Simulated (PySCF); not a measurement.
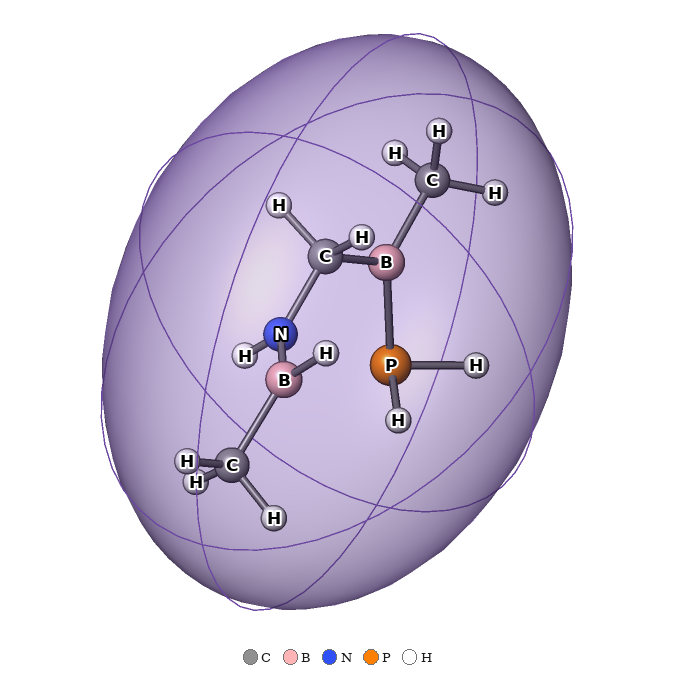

The ellipsoid shows the static dipole polarisability: its half-axes are proportional to the principal values. The computed structure is the end point of a GFN2-xTB optimisation. No frequency run is at hand to confirm it as a minimum. Method: CAM-B3LYP/def2-SVPD (PySCF 2.14.0).

How large and how anisotropic is the polarisability?

Principal values 80.8, 102.1, 117.5 bohr³; mean 100.1 bohr³ (14.84 Å³); anisotropy 31.9 bohr³, so the longest axis is 1.45 times the shortest.

The geometry is semi-empirical. Around B, P such bond lengths and angles can be off by a tenth of an ångström or more and by several degrees, and values that hang on the shape move with them.
